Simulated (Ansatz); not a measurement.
# UHF/STO-3G run of GeH3O (SMILES [O][GeH3])

What is the vertical doublet–quartet gap of GeH3O at UHF/STO-3G? 

The calculation is run with Ansatz 0.2.0.

80 further runs of the same task are left out: 25 that didn't finish, 55 set aside as unsound or not needed.

## (1) Starting point

The species is GeH3O (5 atoms), meant as a doublet with charge 0. SMILES: `[O][GeH3]`. The coordinates come from a PBE0-D4/def2-TZVP relaxation.

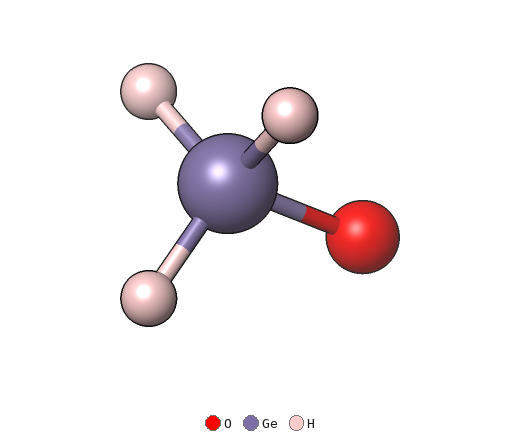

Viewed from a chosen angle; oxygen red, germanium purple, hydrogen pink.

## (2) The energy at UHF/STO-3G

in.yaml

```yaml
basis:
  gaussian:
    orbitals: STO-3G
crystal:
  periodic: [false, false, false]
  atoms:
    - symbol: O
      position_ang: [-1.443900, 0.418600, 0.777300]
    - symbol: Ge
      position_ang: [0.072300, -0.056300, -0.056900]
    - symbol: H
      position_ang: [-0.162200, -0.091200, -1.574700]
    - symbol: H
      position_ang: [0.548000, -1.418100, 0.471500]
    - symbol: H
      position_ang: [1.035700, 1.073400, 0.341400]
magnetization:
  spin_polarized: true
  initial_magnetization: 1
hamiltonian:
  xc: hf
accuracy: high
```

Launch:

```bash
$ ansatz run in.yaml --threads 1 --pin off --max-ram 2610MiB --events-out events.jsonl --progress --plain --runs-dir runs
```

The program printed:

```text
Warning: RAYON_NUM_THREADS=1 ignored (pool sized by the plan → 1); use --threads N
Functional definition: HF
  name "HF"
  exchange = exact_x
  correlation = 0
384 factors; integrals over basis functions are off by at most 5.4e-9 eV
mean field evaluation 1: about -57884.1168 eV, gradient 1.7e1 eV
mean field evaluation 2: about -57884.1440 eV, gradient 1.7e1 eV
mean field evaluation 4: about -57887.3395 eV, gradient 1.5e0 eV
mean field evaluation 8: about -57887.3749 eV, gradient 2.1e-2 eV
mean field evaluation 16: about -57887.3500 eV, gradient 6.6e-1 eV
mean field evaluation 32: about -57887.3553 eV, gradient 2.2e-1 eV
mean field evaluation 64: about -57884.1129 eV, gradient 1.7e1 eV
mean field -57887.37489137 eV, -2127.3217897860 hartree, gradient 2.9e-8 eV, S^2 0.758155; 3 other end points of the search recorded, 0 dependent functions left out
reference -57887.37489137 eV, -2127.3217897860 hartree; 22, 21 occupied and 4, 5 virtual orbitals, 384 factors
Total energy: -57887.37489137 eV, -2127.3217897860 hartree
```

Run time: 0.42 s. Hardware: 1 thread of Arm Neoverse V1, shared host.

## (3) The quartet at the same level

molecule.yaml

```yaml
crystal:
  periodic: [false, false, false]
  atoms:
    - symbol: O
      position_ang: [-1.443900, 0.418600, 0.777300]
    - symbol: Ge
      position_ang: [0.072300, -0.056300, -0.056900]
    - symbol: H
      position_ang: [-0.162200, -0.091200, -1.574700]
    - symbol: H
      position_ang: [0.548000, -1.418100, 0.471500]
    - symbol: H
      position_ang: [1.035700, 1.073400, 0.341400]
basis:
  gaussian:
    orbitals: STO-3G
hamiltonian:
  xc: hf
magnetization:
  spin_polarized: true
  initial_magnetization: 3
accuracy: high
```

Launch:

```bash
$ ansatz run molecule.yaml --threads 1 --pin off --max-ram 2610MiB --events-out events.jsonl --progress --plain --runs-dir runs
```

The program printed:

```text
Warning: RAYON_NUM_THREADS=1 ignored (pool sized by the plan → 1); use --threads N
[... 4 set-up lines as earlier in the session ...]
384 factors; integrals over basis functions are off by at most 5.4e-9 eV
mean field evaluation 1: about -57878.9790 eV, gradient 7.8e0 eV
mean field evaluation 2: about -57879.1112 eV, gradient 7.8e0 eV
mean field evaluation 4: about -57880.4858 eV, gradient 1.3e0 eV
mean field evaluation 8: about -57880.5560 eV, gradient 8.9e-4 eV
mean field -57880.55449171 eV, -2127.0711447215 hartree, gradient 2.6e-8 eV, S^2 3.752124; 0 other end points of the search recorded, 0 dependent functions left out
reference -57880.55449171 eV, -2127.0711447215 hartree; 23, 20 occupied and 3, 6 virtual orbitals, 384 factors
Total energy: -57880.55449171 eV, -2127.0711447215 hartree
```

It took 0.24 s on 1 thread of Arm Neoverse V1, shared host.

## (4) Results

Level: UHF/STO-3G.

```
                                        quantity           value
                           doublet: total energy  -2127.32179 Eh
                                   doublet: ⟨S²⟩           0.758
                           quartet: total energy  -2127.07114 Eh
                                   quartet: ⟨S²⟩           3.752
vertical energy of the quartet above the doublet        6.820 eV
```

**Reading.** At this shape the quartet lies 6.82 eV (157 kcal/mol) above the doublet. In a minimal basis such a difference can be off by several eV, whatever the method.
